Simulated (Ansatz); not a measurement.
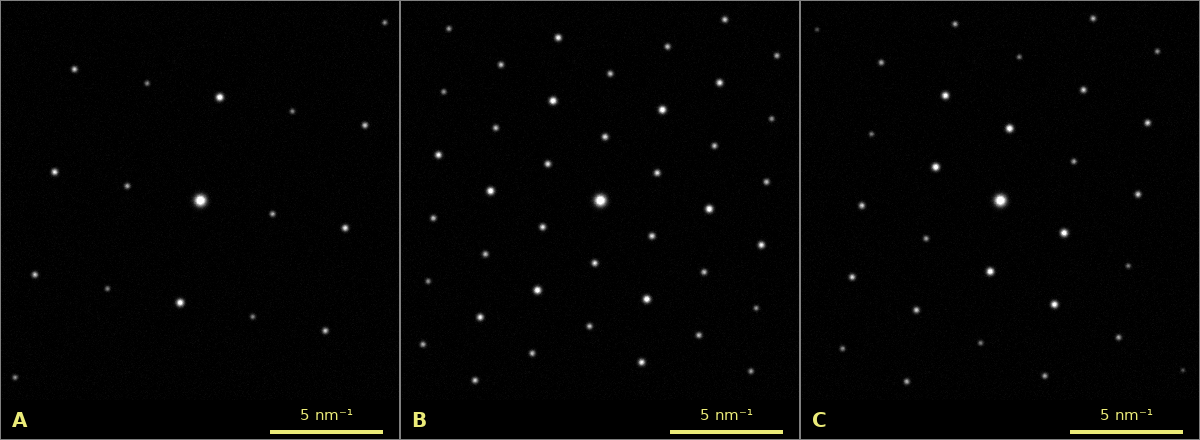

Kinematic electron diffraction patterns (200 kV, B = 0.5 Å², same scale, each along a low-index zone) of three structures of composition MoS, each relaxed at zero pressure with Ansatz 0.2.0, DFT PBE, scalar-relativistic, plane waves, PAW.

The structures (standard cells):
1. F-43m (No. 216), a = 5.334 Å, 8 atoms; generated start, possibly hypothetical
2. P2_13 (No. 198), a = 4.962 Å, 8 atoms; generated start, possibly hypothetical
3. Pm-3m (No. 221), a = 3.005 Å, 2 atoms; generated start, possibly hypothetical

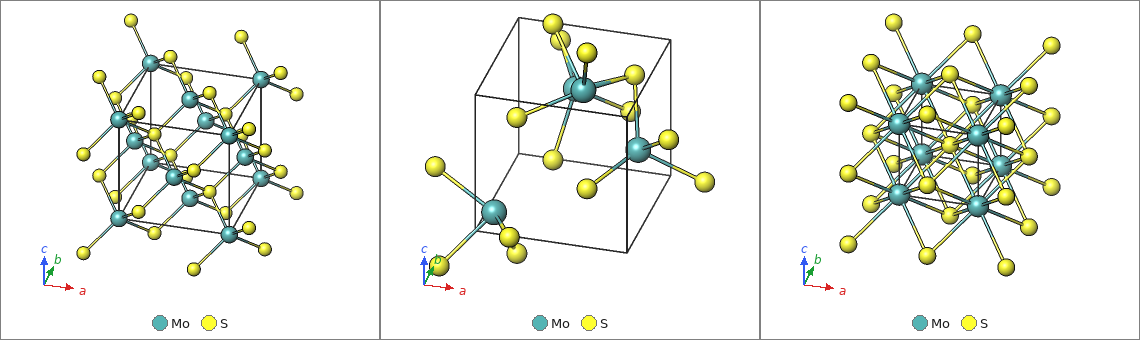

Drawings of the structures 1 to 3, from left to right (each may span several cells).

Which pattern belongs to which structure, and along which zone?

Answer. A is structure 3 along [110] or an equivalent direction: rectangular net of 0 0 1 at d = 3.00 Å and 1 -1 0 at d = 2.12 Å, 90.0° apart. B is structure 2 along [111] or an equivalent direction: hexagonal net of -1 1 0 at d = 3.51 Å and -1 0 1 at d = 3.51 Å, 60.0° apart. C is structure 1 along [110] or an equivalent direction: centred rectangular net of -1 1 -1 at d = 3.08 Å and -1 1 1 at d = 3.08 Å, 70.5° apart.

Which structure lies lowest at this level of theory, and by how much?

Answer. Structure 2 (P2_13, 15.27 Å³ an atom) is the lowest of these; structure 3 (Pm-3m, 13.56 Å³ an atom) lies about 200 meV an atom higher; structure 1 (F-43m, 18.97 Å³ an atom) lies about 360 meV an atom higher. These are static energies at 0 K; other structures, not shown, may lie lower still.
